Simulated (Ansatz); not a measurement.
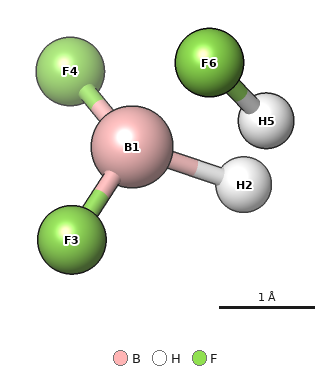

Fig. 1: The input geometry (ball-and-stick view, seen at a tilt; atoms are numbered from 1 in the order of the input). Bond lengths as drawn: B–F 1.32 Å, B–H 1.33 Å and F–H 1.14 Å.

Single-point calculation of BH2F3

The run: single-point calculation of BH2F3. Method and program: RKS PBE0-D4/def2-TZVPP (Ansatz 0.2.0).

The geometry is a transition state. The reaction was set up to form B1–F6 and H2–H5 and to break B1–H2 and H5–F6 (atoms counted from 1 in the order of the input); sticks are drawn by distance alone. The geometry comes from this level: PBE0-D4/def2-TZVP.

**Input**
```yaml
crystal:
  periodic: [false, false, false]
  atoms:
    - {symbol: B, position_ang: [-0.279911, -0.169308, -0.198936]}
    - {symbol: H, position_ang: [0.522752, 0.829501, -0.572364]}
    - {symbol: F, position_ang: [-0.019915, -1.289731, -0.853198]}
    - {symbol: F, position_ang: [-1.528769, 0.232274, -0.025476]}
    - {symbol: H, position_ang: [0.819739, 0.576304, 0.434568]}
    - {symbol: F, position_ang: [0.486203, -0.179041, 1.215506]}
basis:
  gaussian: {orbitals: def2-TZVPP}
hamiltonian: {xc: pbe0, dispersion: d4}
output: {orbitals: {seedname: orbitals}}
```

Run on 2 threads of Arm Neoverse V1, 23 GiB of memory available, shared host.

Command:
```bash
ansatz run in.yaml --threads 2 --pin off --events-out ev --progress --plain --max-ram 4352MiB
```

**Output**
```
Functional definition: PBE0
  name "PBE0"
  cite "Adamo & Barone, J. Chem. Phys. 110, 6158 (1999) doi:10.1063/1.478522"
  cite "Perdew, Burke & Ernzerhof, Phys. Rev. Lett. 77, 3865 (1996) doi:10.1103/PhysRevLett.77.3865"
  parent pbe
  parameter a = 0.25
  parameter kappa = 0.804
  parameter beta = 0.06672455060314922
  exchange = (1 - a)*pbe_x(kappa = kappa, mu = beta*pi^2/3) + a*exact_x
  correlation = pbe_c(beta = beta)
755 factors; their error is unknown
mean field evaluation 1: about -8854.5049 eV, gradient 4.3e1 eV
mean field evaluation 2: about -8852.3793 eV, gradient 6.0e1 eV
mean field evaluation 4: about -8856.8692 eV, gradient 1.5e0 eV
mean field evaluation 8: about -8856.8958 eV, gradient 4.0e-2 eV
mean field -8856.89582824 eV, -325.4849182681 hartree, gradient 3.1e-5 eV, S^2 0.000000; 0 other end points of the search recorded, 0 dependent functions left out
reference -8856.89585286 eV, -325.4849191729 hartree; 17, 17 occupied and 135, 135 virtual orbitals, 755 factors
Total energy: -8856.94405901 eV, -325.4866907162 hartree
```

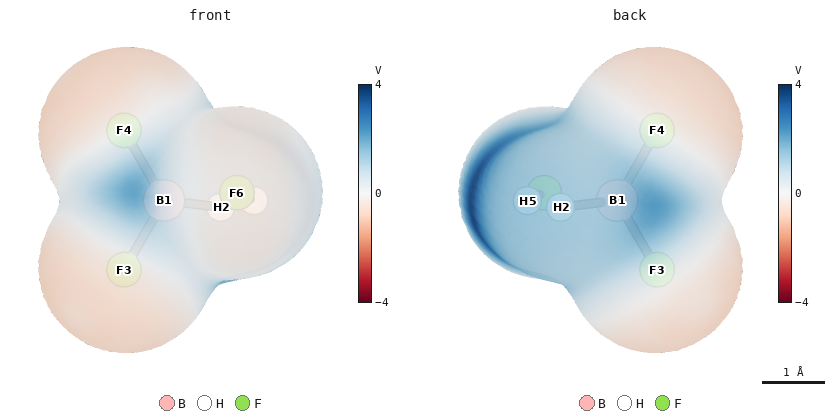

Fig. 2: The electrostatic potential painted on the density surface at 0.004 e/bohr³, seen face on and from behind; the colour scale runs from red (negative) to blue (positive). A positive charge is drawn to the negative regions and a negative charge to the positive ones.

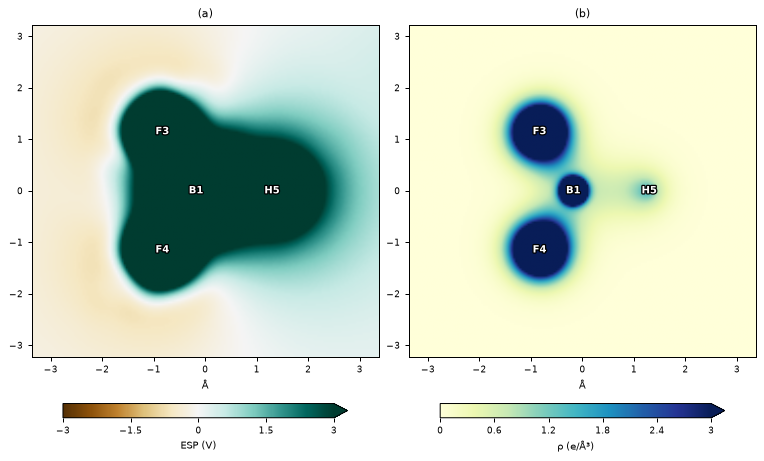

Fig. 3: (a) molecular electrostatic potential; (b) total electron density on the plane of atoms F3, B1 and F4. The plane passes through B, F and H nuclei.

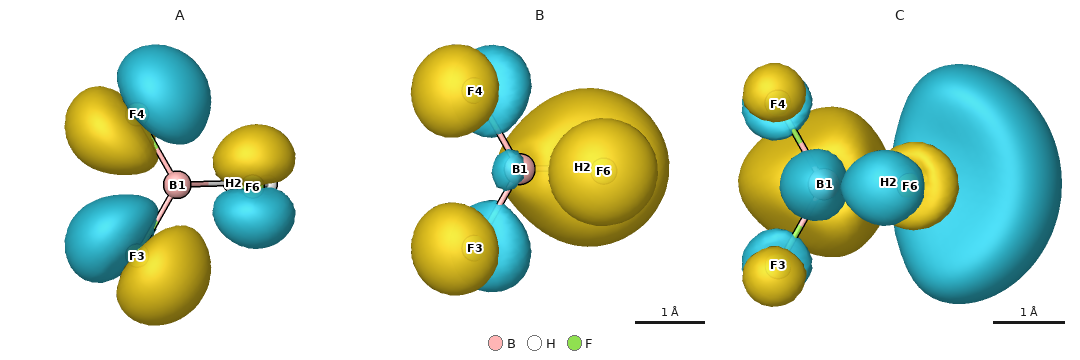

Fig. 4: Three frontier orbitals at ±0.1 Å⁻³ᐟ² (yellow and cyan are the two phases). A is the HOMO−1 (−11.98 eV). B is the HOMO (−10.67 eV). It lies mainly on H2 (30 %), F6 (25 %), B1 (15 %), F3 (15 %) and F4 (15 %). C is the LUMO (0.17 eV). It lies mainly on H5 (35 %), B1 (25 %), H2 (15 %) and F6 (15 %). The HOMO–LUMO gap is 10.84 eV between the orbital energies.

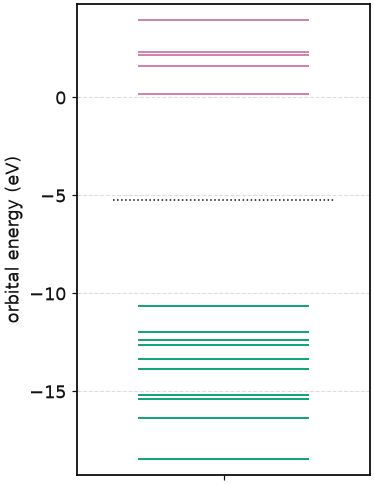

Fig. 5: Orbital energies near the frontier; the dotted line parts filled from empty levels, and levels within 0.02 eV of each other stand side by side. Highest filled −10.67 eV, lowest empty 0.17 eV, 10.84 eV apart.

**Summary**

```csv
quantity,value
outcome,converged
total energy,−8856.9441 eV
mean-field energy,−8856.8959 eV
dispersion energy,−0.0482 eV
SCF solution under orbital rotations,stable
HOMO,−10.67 eV
LUMO,0.17 eV
wall time,1.5 s (CPU time 2.9 s)
peak memory,0.23 GiB
```
